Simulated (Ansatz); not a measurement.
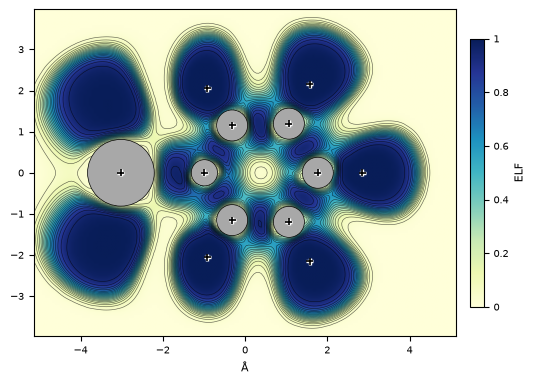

The electron localisation function on a plane through atoms (crosses mark nuclei in the plane; grey discs cover the cores).

These are results of RKS PBE0-D4/def2-TZVPP (Ansatz), not measurements.

Candidates:
A. F$_{3}$H$_{2}$NZr (SMILES [NH2][Zr]([F])([F])[F])
B. C$_{5}$H$_{8}$AlN (SMILES [AlH3-][n+]1ccccc1)
C. H$_{4}$OS$_{3}$Ti (SMILES [OH][Ti]([SH])([SH])[SH])

Question: Which candidate gave the map?

Answer: Candidate B: C$_{5}$H$_{8}$AlN on the plane of atoms C3, C4 and H12, which holds Al, N, C and H. C–N (1.33 Å): the ELF peaks at about 0.90 between the atoms, as expected for localised, covalent bonding. C–C (1.38 Å): the ELF peaks at about 0.95 between the atoms; localised, covalent bonding.
